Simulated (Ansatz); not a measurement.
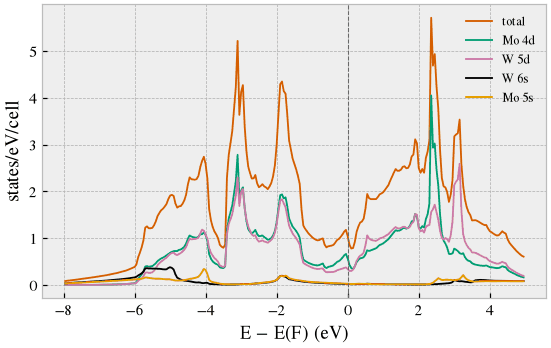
Fig. 1. Total and projected density of states of MoW (CsCl type, Pm-3m), plane-wave PAW PBE (Ansatz code)

Q: Which orbitals carry the states next to the Fermi level?

A: Within 0.5 eV of the Fermi level: Mo 4d 48 %, W 5d 39 %, outside the projected shells 7 %. Projections are on Löwdin-orthogonalised atomic valence shells; empty p or d shells of many metals are not among them.

Q: Where is the tallest occupied peak in this window, and what makes it?

A: Near -3.1 eV, about 5.2 states/eV per cell; the largest projected share is Mo 4d.

The start of the workflow was typed in or built on a structure type; neither database checked (COD, Materials Project) lists it. Whether it is the stable phase at ambient conditions was not checked. The PBE relaxation kept the symmetry of its start; its stability against distortions is not shown here. The run is not spin-polarised. Scalar-relativistic: spin–orbit coupling is off unless named, which matters more the heavier the elements.

Potentials: the earlier of the program's two PAW sets.
